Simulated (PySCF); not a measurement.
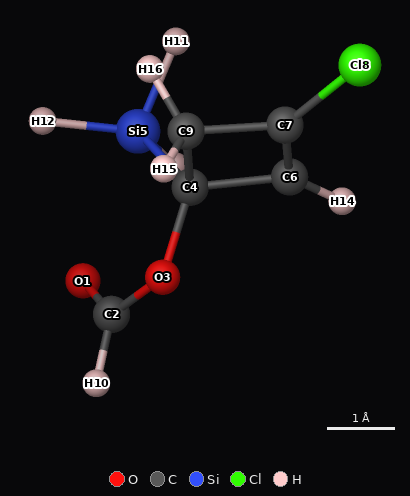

The structure as given in the input (ball-and-stick view, seen at a tilt; atoms are numbered from 1 in the order of the input). Bond lengths as drawn: C–C 1.33 to 1.56 Å, C–Cl 1.70 Å, C–H 1.07 to 1.10 Å, C–O 1.20 to 1.44 Å, C–Si 1.93 Å and H–Si 1.45 to 1.48 Å.

## Run report: C₅H₇ClO₂Si, NMR shielding calculation

- system: C₅H₇ClO₂Si
- method: GIAO PBE0/pcSseg-1 NMR shielding, non-relativistic, gas phase (PySCF 2.14.0)

The geometry comes from this level: GFN2-xTB. It belongs to a series of runs on one base structure; here: H on C replaced by OCHO. Figures and captions count atoms from 1; the log counts them from 0 in places.

**What the program printed**
```
coarse grid: 15192 points
cycle   1  E = -1093.8851676791  dE =  1.653e+00  |g| = 8.376e-01  |ddm| = 3.871e+00
cycle   2  E = -1093.6051926041  dE =  2.800e-01  |g| = 1.484e+00  |ddm| = 1.460e+00
cycle   3  E = -1094.0054000993  dE = -4.002e-01  |g| = 2.592e-01  |ddm| = 1.055e+00
cycle   4  E = -1094.0166778659  dE = -1.128e-02  |g| = 8.740e-02  |ddm| = 2.150e-01
cycle   5  E = -1094.0179236562  dE = -1.246e-03  |g| = 2.207e-02  |ddm| = 6.721e-02
cycle   6  E = -1094.0180209557  dE = -9.730e-05  |g| = 8.118e-03  |ddm| = 2.749e-02
cycle   7  E = -1094.0180356692  dE = -1.471e-05  |g| = 2.648e-03  |ddm| = 8.763e-03
cycle   8  E = -1094.0180371516  dE = -1.482e-06  |g| = 6.250e-04  |ddm| = 2.379e-03
final grid: 139736 points
cycle   9  E = -1094.0918745781  dE = -2.673e-05  |g| = 1.274e-02  |ddm| = 3.665e-02
cycle  10  E = -1094.0918356648  dE =  3.891e-05  |g| = 1.925e-02  |ddm| = 2.084e-02
cycle  11  E = -1094.0919036086  dE = -6.794e-05  |g| = 1.719e-03  |ddm| = 1.307e-02
cycle  12  E = -1094.0919040355  dE = -4.269e-07  |g| = 7.884e-04  |ddm| = 1.562e-03
cycle  13  E = -1094.0919041418  dE = -1.063e-07  |g| = 1.130e-04  |ddm| = 5.377e-04
cycle  14  E = -1094.0919041442  dE = -2.375e-09  |g| = 4.069e-05  |ddm| = 1.243e-04
cycle  15  E = -1094.0919041445  dE = -3.338e-10  |g| = 1.413e-05  |ddm| = 4.147e-05
```

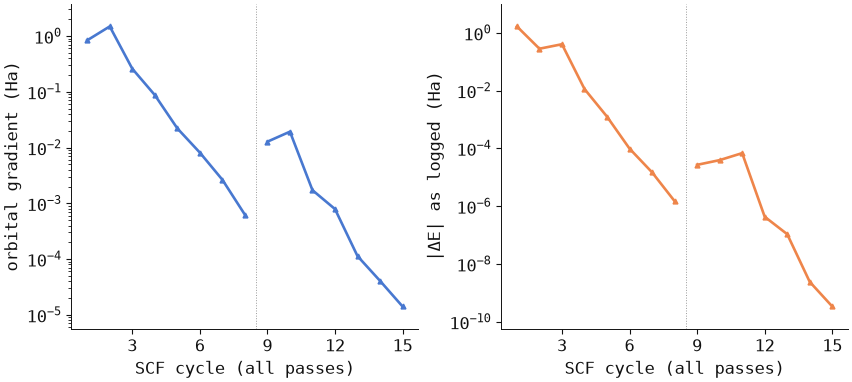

Convergence of the self-consistent field: orbital gradient and size of the energy change against the SCF cycle. The dotted line marks the change from a coarse to the final integration grid. The first 8 cycles use a coarse grid, the final grid takes over at cycle 9, and the field converges after 15 cycles in all.

```
converged SCF energy = -1094.0919041445

GIAO shielding tensors (ppm)
atom      isotropic    diamagn.    paramagn.     s11        s22        s33       span
  0 O      -86.859     405.127    -491.986   -364.331   -169.994    273.747    638.078
  1 C       17.949     247.591    -229.642    -74.208     49.790     78.265    152.474
  2 O       95.689     399.381    -303.692    -60.687    148.596    199.157    259.844
  3 C      118.924     249.334    -130.410     84.735    103.877    168.160     83.425
  4 Si     426.011     878.848    -452.837    387.617    403.734    486.681     99.064
  5 C       42.491     249.991    -207.500    -49.605     51.088    125.991    175.596
  6 C       37.353     258.399    -221.047    -66.846     55.088    123.816    190.663
  7 Cl     702.239    1145.802    -443.563    460.880    700.224    945.613    484.733
  8 C      134.034     247.798    -113.764    121.440    124.453    156.209     34.769
  9 H       23.709      25.762      -2.053     19.212     23.734     28.181      8.969
 10 H       28.179      29.765      -1.586     24.185     27.790     32.562      8.377
 11 H       26.943      29.534      -2.592     23.457     25.763     31.608      8.152
 12 H       26.985      29.535      -2.550     23.465     25.780     31.709      8.243
 13 H       25.614      32.610      -6.996     24.084     25.299     27.459      3.375
 14 H       28.618      29.730      -1.111     25.920     27.397     32.537      6.617
 15 H       28.800      30.032      -1.232     25.242     28.684     32.473      7.231
```

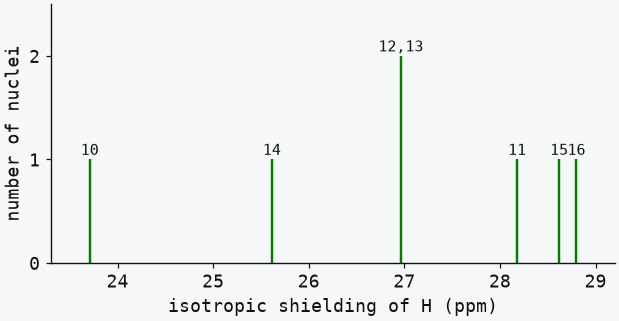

Isotropic shieldings of the hydrogen nuclei in this fixed geometry, labelled by atom number; shielding grows to the right, so chemical shift grows to the left. The least shielded is H10 (23.7 ppm), the most shielded H16 (28.8 ppm).

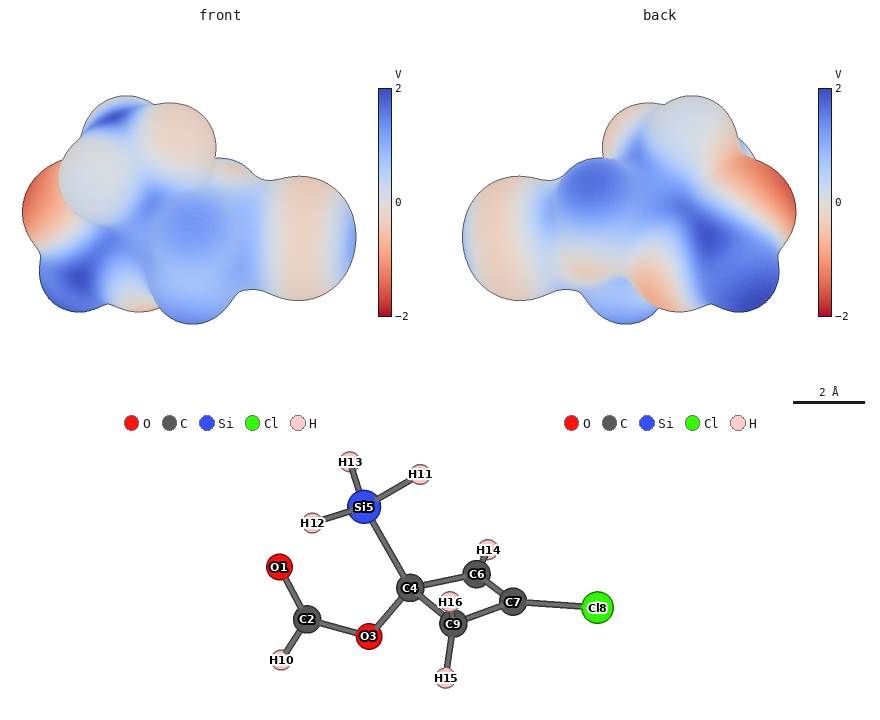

The electrostatic potential painted on the density surface at 0.004 e/bohr³, seen at a tilt and from behind; red is negative and blue positive. The bare structure is drawn below in the same view. A positive charge is drawn to the negative regions and a negative charge to the positive ones.

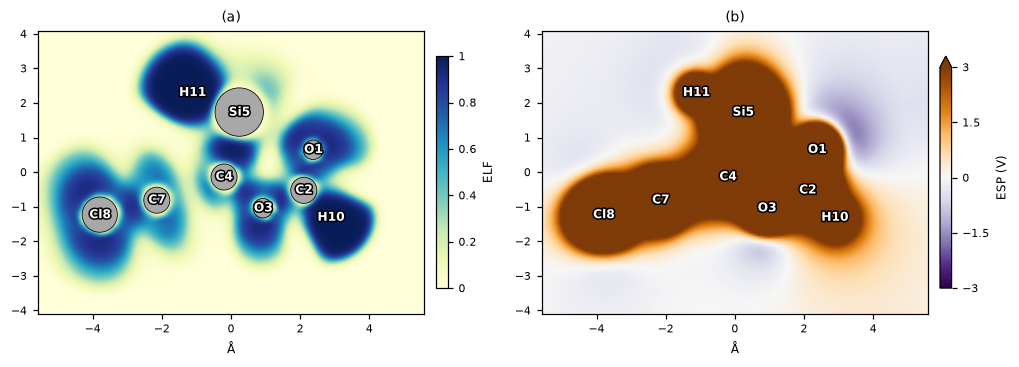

(a) electron localisation function; (b) molecular electrostatic potential on the plane of atoms O3, C4 and Si5. Grey discs, where drawn, cover atomic cores. The section cuts through O, C, Si, Cl and H sites. C–O (1.20 Å): the ELF peaks at about 0.90 between the atoms (a multiple bond by its length, whose ELF region spreads away from the axis). C–Cl (1.70 Å): the ELF peaks at about 0.90 between the atoms (localised, shared-pair bonding). C–H (1.10 Å): the ELF climbs to about 1 towards the hydrogen, as it does in any bond to H; a covalent bond by its length. C–O (1.29 Å): the ELF peaks at about 0.90 between the atoms, which marks a shared but strongly polarised pair.

The run was set up as follows.

**Input file**
```
{"job": {"kind": "nmr", "xc": "PBE0", "basis": "pcSseg-1"}, "charge": 0, "multiplicity": 1}
O     -2.652067     0.052387    -0.107152
C     -2.145596    -1.035904    -0.210647
O     -0.878620    -1.302749    -0.197512
C      0.033833    -0.194717    -0.074684
Si    -0.782679     1.528948     0.210175
C      1.076788    -0.196205    -1.163613
C      2.068076    -0.420109    -0.302830
Cl     3.764399    -0.471535    -0.424664
C      1.190298    -0.536275     0.907530
H     -2.737116    -1.957647    -0.330779
H      0.440909     2.339445     0.390019
H     -1.472182     1.566248     1.492577
H     -1.412499     2.024623    -1.003281
H      1.008829    -0.036915    -2.221450
H      1.121139    -1.538425     1.325102
H      1.368888     0.187775     1.699797
```

The first line tells a small driver script what to run in PySCF; the rest is the geometry in Å.

Run as:
```bash
OMP_NUM_THREADS=1 python <driver script> task.json out
```

**Results in brief**

| quantity | value |
| --- | --- |
| outcome | converged |
| total energy | −1094.091904 hartree |
| HOMO | −7.48 eV |
| LUMO | −0.56 eV |
| dipole moment | 1.78 D |
| isotropic shielding, O | −86.9 to 95.7 ppm |
| isotropic shielding, C | 17.9 to 134.0 ppm |
| isotropic shielding, Si | 426.0 ppm |
| isotropic shielding, Cl | 702.2 ppm |
| isotropic shielding, H | 23.7 to 28.8 ppm |
| hardware | 1 CPU thread, shared host |
| wall time | 45 s |
| peak memory | 0.91 GiB |
